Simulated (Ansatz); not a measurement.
# Breaking a bond in [BH4]− (SMILES [H][B-]([H])([H])[H])

[BH4]−: 5 atoms, total charge -1, spin state singlet. As SMILES, `[H][B-]([H])([H])[H]`. The coordinates come from a GFN2-xTB relaxation.

| atom | x (Å) | y (Å) | z (Å) |
| --- | --- | --- | --- |
| B | 0.0000 | -0.0002 | -0.0001 |
| H | 0.0119 | -0.0206 | 1.2291 |
| H | 1.1546 | 0.0118 | -0.4208 |
| H | -0.5876 | 1.0078 | -0.3876 |
| H | -0.5789 | -0.9989 | -0.4207 |

The B1–H3 distance is scanned; the parts on either side stay rigid. Basis 3-21G, 1 core orbital frozen in the correlated methods; program Ansatz 0.2.0. FCI is exact within this basis and core. Energies in eV from each method's value at 1.229 Å; methods without a U are spin-restricted. The set has no diffuse functions, which an anion needs. The shape above is that at 1.229 Å.

| distance (Å) | B3LYP | r2SCAN0 | wB97M-V | CCSD | CCSD(T) | FCI |
| --- | --- | --- | --- | --- | --- | --- |
| 1.229 | 0.00 | 0.00 | 0.00 | 0.00 | 0.00 | 0.00 |
| 1.536 | 0.50 | 0.53 | 0.52 | 0.44 | 0.44 | 0.44 |
| 1.843 | 1.34 | 1.43 | 1.41 | 1.24 | 1.23 | 1.22 |
| 2.458 | 2.75 | 2.96 | 2.95 | 2.61 | 2.56 | 2.56 |
| 3.073 | 3.60 | 3.91 | 3.98 | 3.51 | 3.37 | 3.41 |

Departure from the FCI curve at its largest: B3LYP +0.19 eV at 2.46 Å; r2SCAN0 +0.50 eV at 3.07 Å; wB97M-V +0.57 eV at 3.07 Å; CCSD +0.10 eV at 3.07 Å; CCSD(T) -0.05 eV at 3.07 Å. For the functionals part of the departure is owed to the small basis.

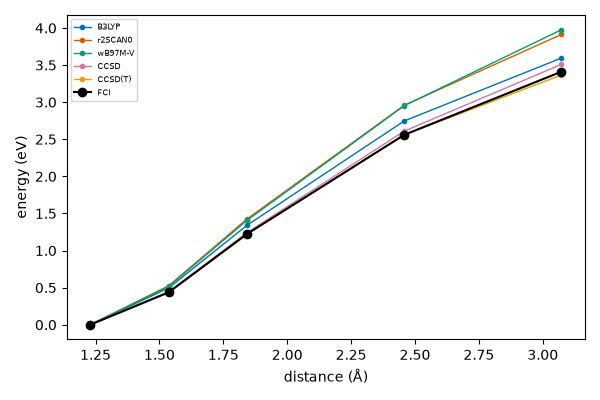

The curves of the table.
